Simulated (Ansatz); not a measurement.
# SiH2Cl2 (dichlorosilane (DCS)) at PBE0/6-311+G(d,p)

Aim: the electronic atomisation energy of SiH2Cl2 (dichlorosilane (DCS)) at PBE0/6-311+G**, from 4 runs. 

The calculation is run with Ansatz 0.2.0.

47 further runs of the same task are left out: 4 that didn't finish, 43 set aside as unsound or not needed.

## Step 1: Starting point

The species is SiH2Cl2 (5 atoms), meant as a singlet with charge 0. As SMILES, `Cl[SiH2]Cl`. The coordinates come from a PBE0-D4/def2-TZVP relaxation.

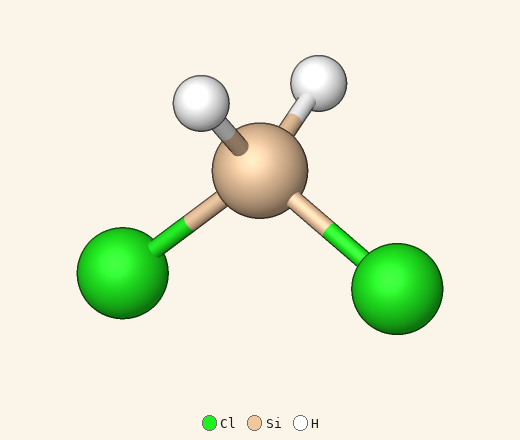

Viewed from a chosen angle; chlorine green, silicon light orange, hydrogen white.

## Step 2: The energy at PBE0/6-311+G(d,p)

Input file job.yaml:

```yaml
crystal:
  periodic: [false, false, false]
  atoms:
    - {symbol: Cl, position_ang: [-1.036100, -0.393400, 1.609300]}
    - {symbol: Si, position_ang: [0.136800, -0.071700, -0.028900]}
    - {symbol: Cl, position_ang: [-0.799200, 1.196800, -1.324000]}
    - {symbol: H, position_ang: [0.352000, -1.362200, -0.711200]}
    - {symbol: H, position_ang: [1.396500, 0.556600, 0.413400]}
basis:
  gaussian:
    orbitals: 6-311+G_st__st_-spherical.json
hamiltonian:
  xc: pbe0
accuracy: high
output:
  orbitals: {seedname: orbitals}
```

The basis set 6-311+G** is read from a file made from the Basis Set Exchange's data (not shown).

On the command line:

```bash
ansatz run job.yaml --threads 1 --pin off --max-ram 3480MiB --events-out events.jsonl --progress --plain --runs-dir runs
```

The log of the run:

```text
Warning: RAYON_NUM_THREADS=1 ignored (pool sized by the plan → 1); use --threads N
Functional definition: PBE0
  name "PBE0"
  parameter a = 0.25
  parameter kappa = 0.804
  parameter beta = 0.06672455060314922
  exchange = (1 - a)*pbe_x(kappa = kappa, mu = beta*pi^2/3) + a*exact_x
  correlation = pbe_c(beta = beta)
1711 factors; integrals over basis functions are off by at most 4.4e-9 eV
mean field evaluation 1: about -32946.6466 eV, gradient 1.3e1 eV
mean field evaluation 2: about -32946.8676 eV, gradient 9.5e0 eV
mean field evaluation 4: about -32947.0315 eV, gradient 1.4e0 eV
mean field evaluation 8: about -32947.1458 eV, gradient 2.9e-2 eV
mean field evaluation 16: about -32947.1458 eV, gradient 2.0e-6 eV
mean field -32947.14579893 eV, -1210.7852757331 hartree, gradient 1.2e-8 eV, S^2 0.000000; 0 other end points of the search recorded, 0 dependent functions left out
reference -32947.14580397 eV, -1210.7852759184 hartree; 25, 25 occupied and 77, 77 virtual orbitals, 1711 factors
Total energy: -32947.14580397 eV, -1210.7852759184 hartree
```

Wall time 8.4 s (1 thread of Arm Neoverse V2, shared host); peak memory 0.3 GiB.

## Step 3: The Cl atom, same level

Input file job.yaml:

```yaml
crystal:
  periodic: [false, false, false]
  atoms:
    - {symbol: Cl, position_ang: [0.000000, 0.000000, 0.000000]}
basis:
  gaussian: {orbitals: 6-311+G_st__st_-spherical.json}
hamiltonian: {xc: {name: PBE0}}
magnetization: {spin_polarized: true, initial_magnetization: 1}
accuracy: high
```

The basis set 6-311+G** is read from a file made from the Basis Set Exchange's data (not shown).

On the command line:

```bash
ansatz run job.yaml --threads 1 --pin off --max-ram 3480MiB --events-out events.jsonl --progress --plain --runs-dir runs
```

The log of the run:

```text
Warning: RAYON_NUM_THREADS=1 ignored (pool sized by the plan → 1); use --threads N
Functional definition: PBE0
  name "PBE0"
  parameter a = 0.25
  parameter kappa = 0.804
  parameter beta = 0.06672455060314922
  exchange = (1 - a)*pbe_x(kappa = kappa, mu = beta*pi^2/3) + a*exact_x
  correlation = pbe_c(beta = beta)
229 factors; integrals over basis functions are off by at most 4.3e-9 eV
mean field evaluation 1: about -12517.0654 eV, gradient 3.2e0 eV
mean field evaluation 2: about -12517.1240 eV, gradient 1.1e0 eV
mean field evaluation 4: about -12517.1301 eV, gradient 4.9e-1 eV
mean field evaluation 8: about -12517.1309 eV, gradient 1.1e-3 eV
mean field evaluation 16: about -12517.1309 eV, gradient 9.4e-8 eV
mean field -12517.13088125 eV, -459.9960754700 hartree, gradient 5.2e-8 eV, S^2 0.752208; 0 other end points of the search recorded, 0 dependent functions left out
reference -12517.13088665 eV, -459.9960756684 hartree; 9, 8 occupied and 21, 22 virtual orbitals, 229 factors
Total energy: -12517.13088665 eV, -459.9960756684 hartree
```

Run time: 0.86 s. Hardware: 1 thread of Arm Neoverse V2, shared host.

## Step 4: The H atom at the same level

Input file job.yaml:

```yaml
crystal:
  periodic: [false, false, false]
  atoms:
    - {symbol: H, position_ang: [0.000000, 0.000000, 0.000000]}
basis:
  gaussian: {orbitals: 6-311+G_st__st_.json}
magnetization: {spin_polarized: true, initial_magnetization: 1}
hamiltonian: {xc: pbe0}
accuracy: high
```

The basis set 6-311+G** is read from a file made from the Basis Set Exchange's data (not shown).

Run the same way, it converges to -0.50104 Eh (log not shown).

## Step 5: The Si atom

Input file in.yaml:

```yaml
crystal:
  periodic: [false, false, false]
  atoms:
    - {symbol: Si, position_ang: [0.000000, 0.000000, 0.000000]}
basis:
  gaussian: {orbitals: 6-311+G_st__st_-spherical.json}
accuracy: high
hamiltonian: {xc: pbe0}
magnetization: {spin_polarized: true, initial_magnetization: 2}
```

The basis set 6-311+G** is read from a file made from the Basis Set Exchange's data (not shown).

Run the same way, it converges to -289.25067 Eh (log not shown).

## Step 6: Summary of results

Level: PBE0/6-311+G**.

```
                     quantity           value
       molecule: total energy  -1210.78528 Eh
        molecule: HOMO energy        -9.20 eV
        molecule: LUMO energy        -0.37 eV
      molecule: HOMO–LUMO gap         8.83 eV
        Cl atom: total energy   -459.99608 Eh
                Cl atom: ⟨S²⟩           0.752
         H atom: total energy     -0.50104 Eh
                 H atom: ⟨S²⟩           0.750
        Si atom: total energy   -289.25067 Eh
                Si atom: ⟨S²⟩           2.003
electronic atomisation energy       14.705 eV
```

Taking the molecule apart into free atoms costs 14.70 eV (1419 kJ/mol), before zero-point energy and without spin-orbit coupling.
